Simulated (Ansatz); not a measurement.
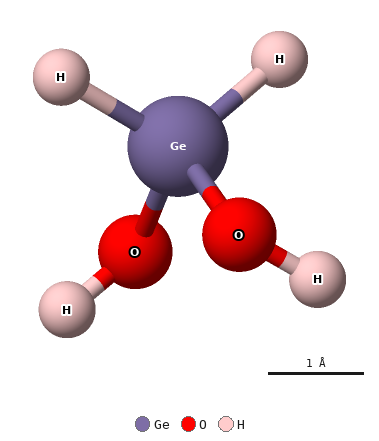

*The starting structure (ball-and-stick view, seen at a tilt). Sticks mark near contacts.*

Nudged elastic band, with input and output: GeH$_{4}$O$_{2}$

- system: GeH$_{4}$O$_{2}$
- method: RKS BLYP/def2-SVP (Ansatz 0.2.0)

It belongs to a series of runs on one base structure; here: band between the two ends.

### What the program printed
```
Engine: ansatz 0.2.0, aarch64-unknown-linux-gnu
Functional definition: BLYP
  parameter beta = 0.0042
  parameter a = 0.04918
  parameter b = 0.132
  parameter c = 0.2533
  parameter d = 0.349
  exchange = b88_x(beta = beta)
  correlation = lyp_c(a = a, b = b, c = c, d = d)
869 factors; their error is unknown
mean field evaluation 1: about -60657.3490 eV, gradient 8.2e1 eV
mean field evaluation 2: about -60581.2037 eV, gradient 2.0e2 eV
mean field evaluation 4: about -60668.5673 eV, gradient 7.3e0 eV
mean field evaluation 8: about -60668.6416 eV, gradient 8.1e-2 eV
mean field -60668.64162167 eV, -2229.5314569141 hartree, gradient 2.4e-5 eV, S^2 0.000000; 0 other end points of the search recorded, 0 dependent functions left out
the calculation of the forces begins
reference -60668.64191471 eV, -2229.5314676832 hartree; 26, 26 occupied and 54, 54 virtual orbitals, 869 factors
869 factors; their error is unknown
mean field evaluation 16: about -60653.4540 eV, gradient 8.6e1 eV
mean field evaluation 32: about -60666.9907 eV, gradient 4.8e-4 eV
mean field -60666.99069803 eV, -2229.4707865894 hartree, gradient 6.5e-5 eV, S^2 0.000000; 0 other end points of the search recorded, 0 dependent functions left out
[... from here on the field's lines of each further geometry are left out, up to the last ...]
NEB iter   1: max|band force component| = 5.712e0 eV/Å  barrier→ = 1.9424 eV  barrier← = 0.2915 eV  Δτ_max = 0.1991 Å  (241 SCF iters)
NEB iter   2: max|band force component| = 2.526e0 eV/Å  barrier→ = 1.8731 eV  barrier← = 0.2222 eV  Δτ_max = 0.2000 Å  (213 SCF iters)
NEB iter   3: max|band force component| = 2.671e0 eV/Å  barrier→ = 1.9530 eV  barrier← = 0.3021 eV  Δτ_max = 0.1000 Å  (207 SCF iters)
NEB iter   4: max|band force component| = 2.280e0 eV/Å  barrier→ = 1.8270 eV  barrier← = 0.1761 eV  Δτ_max = 0.1006 Å  (193 SCF iters)
NEB iter   5: max|band force component| = 9.106e-1 eV/Å  barrier→ = 1.7849 eV  barrier← = 0.1340 eV  Δτ_max = 0.1831 Å  (199 SCF iters)
NEB iter   6: max|band force component| = 1.524e0 eV/Å  barrier→ = 1.6924 eV  barrier← = 0.0415 eV  Δτ_max = 0.0945 Å  (208 SCF iters)
NEB iter   7: max|band force component| = 3.805e-1 eV/Å  barrier→ = 1.6872 eV  barrier← = 0.0363 eV  CI = image 7  Δτ_max = 0.1441 Å  (192 SCF iters)
NEB iter   8: max|band force component| = 6.488e-1 eV/Å  barrier→ = 1.7433 eV  barrier← = 0.0923 eV  CI = image 7  Δτ_max = 0.0728 Å  (208 SCF iters)
NEB iter   9: max|band force component| = 2.986e-1 eV/Å  barrier→ = 1.7460 eV  barrier← = 0.0951 eV  CI = image 7  Δτ_max = 0.0557 Å  (189 SCF iters)
NEB iter  10: max|band force component| = 8.729e-2 eV/Å  barrier→ = 1.7394 eV  barrier← = 0.0885 eV  CI = image 7  Δτ_max = 0.0192 Å  (183 SCF iters)
NEB iter  11: max|band force component| = 5.962e-2 eV/Å  barrier→ = 1.7385 eV  barrier← = 0.0876 eV  CI = image 7  Δτ_max = 0.0033 Å  (179 SCF iters)
the calculation of the forces begins
reference -60667.30530881 eV, -2229.4823483223 hartree; 26, 26 occupied and 54, 54 virtual orbitals, 869 factors
869 factors; their error is unknown
mean field evaluation 768: about -60666.9033 eV, gradient 2.7e-2 eV
mean field -60666.90328039 eV, -2229.4675740504 hartree, gradient 1.2e-5 eV, S^2 0.000000; 1 other end points of the search recorded, 0 dependent functions left out
the calculation of the forces begins
reference -60666.90357455 eV, -2229.4675848607 hartree; 26, 26 occupied and 54, 54 virtual orbitals, 869 factors
NEB iter  12: max|band force component| = 2.313e-2 eV/Å  barrier→ = 1.7383 eV  barrier← = 0.0874 eV  CI = image 7  Δτ_max = 0.0000 Å  (348 SCF iters)
```

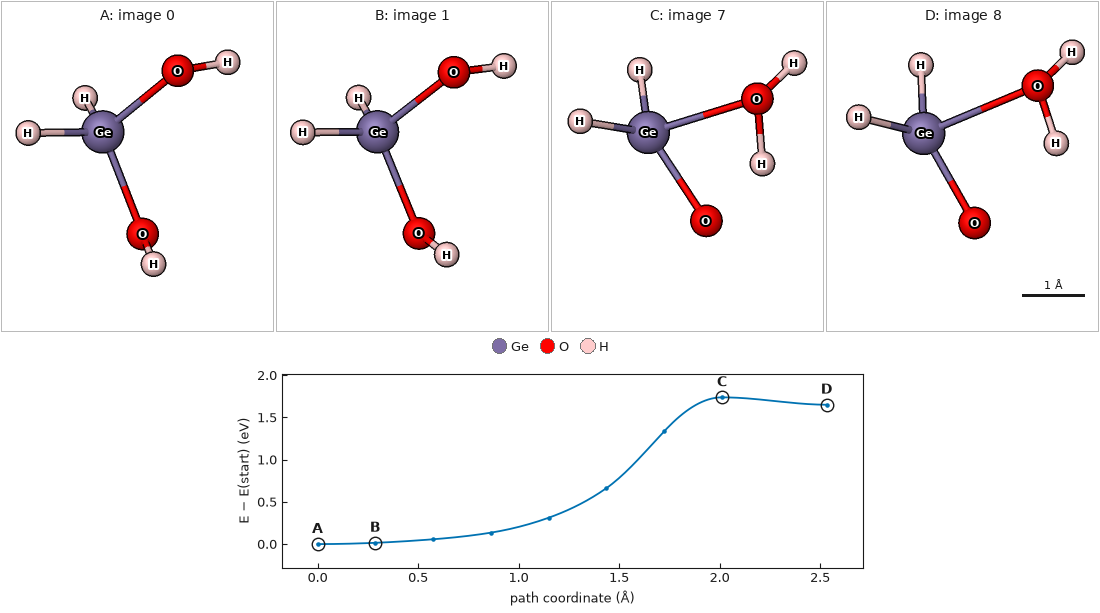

*Images of the last band (counted from 0; ball-and-stick, seen at a tilt) above the energy along the path; the line is a cubic interpolation that uses the forces.*

The highest image is number 7, 1.738 eV above the start and 0.087 eV above the end (the climbing image); the end lies 1.651 eV above the start. The path is 2.53 Å long. The band converged in 12 iterations.

```
Total energy: -60666.90357455 eV, -2229.4675848607 hartree
Atom 0 at    -0.016270    -0.518206     0.686685 Å, force     0.003262     0.001166    -0.003883 eV/Å
Atom 1 at     0.179392     1.057366    -0.671488 Å, force     0.013023     0.022758     0.023113 eV/Å
Atom 2 at     0.679030    -1.304022    -0.675663 Å, force    -0.001729    -0.001536    -0.001164 eV/Å
Atom 3 at     0.533756     0.094547    -1.137013 Å, force    -0.006716    -0.008330    -0.007604 eV/Å
Atom 4 at     0.826552    -0.066109     1.917332 Å, force    -0.000592    -0.000162     0.000129 eV/Å
Atom 5 at    -1.548891    -0.594909     0.993843 Å, force    -0.000322     0.003141    -0.002425 eV/Å
Atom 6 at    -0.653468     1.331234    -1.113795 Å, force    -0.006926    -0.017036    -0.008165 eV/Å
Dipole moment:    -0.483825     0.445244     0.220582 e Å
this run last wrote the band of iteration 12 to [file]
```

### The last band as extended XYZ (Å, eV, eV/Å)
```
7
Properties=species:S:1:pos:R:3:forces:R:3 image=0 energy=-60668.64162
Ge   -0.1067   -0.1276    0.4774    0.0026  -0.0011   0.0146
O    -0.2794    1.5386   -0.2027   -0.0118   0.0058  -0.0097
O     0.4997   -1.2761   -0.7803    0.0162  -0.0026  -0.0080
H     1.3926   -1.0224   -1.0881   -0.0080  -0.0013   0.0068
H     0.9062    0.0826    1.6340   -0.0084  -0.0109  -0.0118
H    -1.4679   -0.7541    0.8789    0.0056   0.0117   0.0011
H    -0.9445    1.5590   -0.9194    0.0038  -0.0017   0.0071
7
Properties=species:S:1:pos:R:3:forces:R:3 image=1 energy=-60668.62640
Ge   -0.1022   -0.1455    0.5181   -0.0050   0.0059  -0.0119
O    -0.2375    1.5015   -0.2162   -0.0214   0.0189   0.0154
O     0.5318   -1.2898   -0.7307   -0.0303   0.0020  -0.0207
H     1.2713   -0.8748   -1.2181    0.0556  -0.0467   0.0337
H     0.8712    0.0772    1.7053    0.0135   0.0041  -0.0249
H    -1.4717   -0.7617    0.9096    0.0050  -0.0058  -0.0010
H    -0.8627    1.4929   -0.9680   -0.0175   0.0216   0.0094
7
Properties=species:S:1:pos:R:3:forces:R:3 image=2 energy=-60668.58447
Ge   -0.0847   -0.1666    0.5503   -0.0085   0.0162  -0.0194
O    -0.1717    1.4564   -0.2454   -0.0488   0.0451   0.0457
O     0.6012   -1.2927   -0.6889   -0.0542  -0.0169  -0.0140
H     1.0976   -0.7433   -1.3293    0.1071  -0.0941   0.0125
H     0.8550    0.0508    1.7648    0.0150   0.0198  -0.0371
H    -1.4782   -0.7437    0.9264    0.0112  -0.0182  -0.0051
H    -0.8190    1.4389   -0.9780   -0.0218   0.0480   0.0175
7
Properties=species:S:1:pos:R:3:forces:R:3 image=3 energy=-60668.50591
Ge   -0.0667   -0.1963    0.5785   -0.0138   0.0597  -0.0350
O    -0.0923    1.3911   -0.2999   -0.1113   0.1383   0.1387
O     0.6660   -1.2636   -0.6859   -0.0524  -0.0512   0.0294
H     0.9176   -0.5984   -1.3626    0.1727  -0.2258  -0.0906
H     0.8523    0.0007    1.8116    0.0128   0.0360  -0.0539
H    -1.4891   -0.7136    0.9454    0.0193  -0.0291  -0.0333
H    -0.7877    1.3800   -0.9872   -0.0273   0.0721   0.0447
7
Properties=species:S:1:pos:R:3:forces:R:3 image=4 energy=-60668.32899
Ge   -0.0600   -0.2458    0.6007   -0.0454   0.2129  -0.0759
O    -0.0005    1.2971   -0.3820   -0.1968   0.3201   0.3196
O     0.6899   -1.2242   -0.7212   -0.0600  -0.1113   0.0857
H     0.7925   -0.4320   -1.3038    0.3181  -0.4632  -0.2797
H     0.8423   -0.0550    1.8497    0.0093   0.0321  -0.0956
H    -1.5105   -0.6892    0.9606    0.0297  -0.0443  -0.0669
H    -0.7535    1.3490   -1.0039   -0.0549   0.0537   0.1129
7
Properties=species:S:1:pos:R:3:forces:R:3 image=5 energy=-60667.97814
Ge   -0.0505   -0.3163    0.6258   -0.1403   0.6480  -0.1891
O     0.0764    1.1898   -0.4862   -0.2924   0.4970   0.6201
O     0.6985   -1.1927   -0.7525   -0.0188   0.0231  -0.0357
H     0.6861   -0.2842   -1.2098    0.5410  -1.0922  -0.4092
H     0.8351   -0.0785    1.8830    0.0038  -0.0166  -0.1388
H    -1.5292   -0.6602    0.9783    0.0316  -0.0932  -0.0688
H    -0.7163    1.3420   -1.0387   -0.1249   0.0340   0.2216
7
Properties=species:S:1:pos:R:3:forces:R:3 image=6 energy=-60667.30502
Ge   -0.0315   -0.4200    0.6604   -0.1998   0.9524  -0.2372
O     0.1342    1.1022   -0.5970   -0.3160   0.3899   0.6790
O     0.6938   -1.2071   -0.7383    0.0261   0.8295  -0.5481
H     0.5953   -0.1136   -1.1399    0.6032  -2.0547  -0.0201
H     0.8317   -0.0703    1.9076    0.0143  -0.0623  -0.0766
H    -1.5403   -0.6259    0.9920    0.0036  -0.1127  -0.0226
H    -0.6830    1.3346   -1.0849   -0.1315   0.0578   0.2255
7
Properties=species:S:1:pos:R:3:forces:R:3 image=7 energy=-60666.90328
Ge   -0.0163   -0.5182    0.6867    0.0033   0.0012  -0.0039
O     0.1794    1.0574   -0.6715    0.0130   0.0228   0.0231
O     0.6790   -1.3040   -0.6757   -0.0017  -0.0015  -0.0012
H     0.5338    0.0945   -1.1370   -0.0067  -0.0083  -0.0076
H     0.8266   -0.0661    1.9173   -0.0006  -0.0002   0.0001
H    -1.5489   -0.5949    0.9938   -0.0003   0.0031  -0.0024
H    -0.6535    1.3312   -1.1138   -0.0069  -0.0170  -0.0082
7
Properties=species:S:1:pos:R:3:forces:R:3 image=8 energy=-60666.99070
Ge   -0.0057   -0.6544    0.7218    0.0004   0.0077   0.0157
O     0.1778    1.1241   -0.6996    0.0019   0.0040   0.0066
O     0.6464   -1.5949   -0.5080    0.0026  -0.0086  -0.0065
H     0.5855    0.4215   -1.2772    0.0059  -0.0041  -0.0067
H     0.8293   -0.0759    1.9102    0.0004  -0.0018  -0.0028
H    -1.5491   -0.5353    0.9819   -0.0033  -0.0025  -0.0020
H    -0.6841    1.3148   -1.1292   -0.0079   0.0053  -0.0042
```

The run was set up as follows.

### Input file
```yaml
crystal:
  periodic: [false, false, false]
  atoms:
    - { symbol: Ge, position_ang: [-0.106658, -0.127638, 0.477355] }
    - { symbol: O, position_ang: [-0.279407, 1.538553, -0.20267] }
    - { symbol: O, position_ang: [0.499689, -1.276051, -0.780306] }
    - { symbol: H, position_ang: [1.392641, -1.022358, -1.088065] }
    - { symbol: H, position_ang: [0.906207, 0.082563, 1.634026] }
    - { symbol: H, position_ang: [-1.467896, -0.754122, 0.878919] }
    - { symbol: H, position_ang: [-0.944476, 1.558954, -0.919359] }
basis:
  gaussian: { orbitals: def2-SVP }
hamiltonian:
  xc: blyp
neb:
  order_check: false
  images: 7
  f_tol: 0.05
  max_iterations: 60
  final_atoms:
    - { symbol: Ge, position_ang: [-0.0057317, -0.65436625, 0.72179677] }
    - { symbol: O, position_ang: [0.17779094, 1.12405132, -0.69959187] }
    - { symbol: O, position_ang: [0.64644123, -1.59489109, -0.50801099] }
    - { symbol: H, position_ang: [0.58553723, 0.42152302, -1.27721119] }
    - { symbol: H, position_ang: [0.82927851, -0.07591072, 1.91020244] }
    - { symbol: H, position_ang: [-1.54912693, -0.53529674, 0.98191073] }
    - { symbol: H, position_ang: [-0.68408927, 1.31479146, -1.1291959] }
  initial_path:
    images:
      - { positions_ang: [[-0.106658, -0.127638, 0.477355], [-0.279407, 1.538553, -0.20267], [0.499689, -1.276051, -0.780306], [1.392641, -1.022358, -1.088065], [0.906207, 0.082563, 1.634026], [-1.467896, -0.754122, 0.878919], [-0.944476, 1.558954, -0.919359]] }
      - { positions_ang: [[-0.07990061, -0.23059314, 0.53459051], [-0.18713945, 1.43317752, -0.32568264], [0.54809143, -1.25699726, -0.74755874], [1.17888843, -0.76987172, -1.09049132], [0.88758257, 0.04720861, 1.69287529], [-1.46821539, -0.75398487, 0.91428752], [-0.87920697, 1.53096187, -0.97812063]] }
      - { positions_ang: [[-0.05314322, -0.33354828, 0.59182603], [-0.0948719, 1.32780204, -0.44869527], [0.59649386, -1.23794351, -0.71481148], [0.96513586, -0.51738545, -1.09291764], [0.86895813, 0.01185421, 1.75172458], [-1.46853478, -0.75384774, 0.94965605], [-0.81393794, 1.50296974, -1.03688227]] }
      - { positions_ang: [[-0.02638584, -0.43650342, 0.64906154], [-0.00260435, 1.22242656, -0.57170791], [0.64489628, -1.21888977, -0.68206421], [0.75138329, -0.26489917, -1.09534395], [0.8503337, -0.02350018, 1.81057386], [-1.46885418, -0.75371061, 0.98502457], [-0.74866891, 1.47497761, -1.0956439]] }
      - { positions_ang: [[0.00037155, -0.53945856, 0.70629705], [0.08966321, 1.11705108, -0.69472055], [0.69329871, -1.19983603, -0.64931695], [0.53763072, -0.0124129, -1.09777027], [0.83170927, -0.05885458, 1.86942315], [-1.46917357, -0.75357349, 1.0203931], [-0.68339989, 1.44698548, -1.15440553]] }
      - { positions_ang: [[-0.00115426, -0.56818548, 0.71017198], [0.11169514, 1.11880114, -0.69593838], [0.68158434, -1.29859979, -0.61399046], [0.54960734, 0.09607108, -1.1426305], [0.83110158, -0.06311861, 1.87961797], [-1.48916191, -0.6990043, 1.01077251], [-0.68357223, 1.41393697, -1.14810312]] }
      - { positions_ang: [[-0.00268008, -0.59691241, 0.71404691], [0.13372707, 1.1205512, -0.69715621], [0.66986997, -1.39736356, -0.57866397], [0.56158397, 0.20455506, -1.18749073], [0.83049389, -0.06738265, 1.88981279], [-1.50915025, -0.64443511, 1.00115192], [-0.68374458, 1.38088847, -1.14180071]] }
      - { positions_ang: [[-0.00420589, -0.62563933, 0.71792184], [0.15575901, 1.12230126, -0.69837404], [0.6581556, -1.49612732, -0.54333748], [0.5735606, 0.31303904, -1.23235096], [0.8298862, -0.07164669, 1.90000762], [-1.52913859, -0.58986593, 0.99153133], [-0.68391692, 1.34783996, -1.1354983]] }
      - { positions_ang: [[-0.0057317, -0.65436625, 0.72179677], [0.17779094, 1.12405132, -0.69959187], [0.64644123, -1.59489109, -0.50801099], [0.58553723, 0.42152302, -1.27721119], [0.82927851, -0.07591072, 1.91020244], [-1.54912693, -0.53529674, 0.98191073], [-0.68408927, 1.31479146, -1.1291959]] }
```

Launch command:
```bash
ansatz run input.yaml --threads 2 --pin off --max-ram 3072MiB --backend cpu --events-out ev --progress --plain --runs-dir out
```

### Key numbers

| quantity | value |
| --- | --- |
| outcome | converged |
| barrier, forward | 1.738 eV |
| barrier, backward | 0.087 eV |
| hardware | 2 threads of Arm Neoverse V1, 24 GiB of memory available, shared host |
| wall time | 91 s (CPU time 2.9 min) |
| peak memory | 0.14 GiB |

### Notes

The order of the saddle point was not checked.
